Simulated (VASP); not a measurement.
Energy against volume of Ta (bcc). Method: r2SCAN+rVV10, VASP's PBE PAW potentials (set 64) (plane waves; VASP 6.6.1).

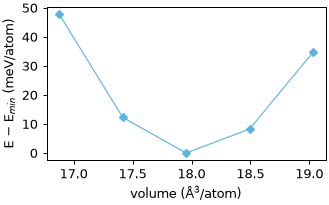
Figure. Energy against volume

Estimate the equilibrium volume and the bulk modulus.

The minimum lies near 18.0 Å³/atom, and the curvature gives B0 of about 200 GPa.

Measured: bulk modulus 198 GPa at 0 K (computed value off by +2.1 %), as given by H. Levämäki et al., Physical Review B (2014), arXiv:1402.3671 [corrected for temperature and zero-point phonon effects]; a 3.299 Å at 0 K (computed value off by +0.1 %), as given by Daniel Mejia-Rodriguez et al., Physical Review B (2018), arXiv:1807.09216 [static lattice: zero-point anharmonic expansion removed].

The compound is Ta in the bcc structure. It was relaxed first.
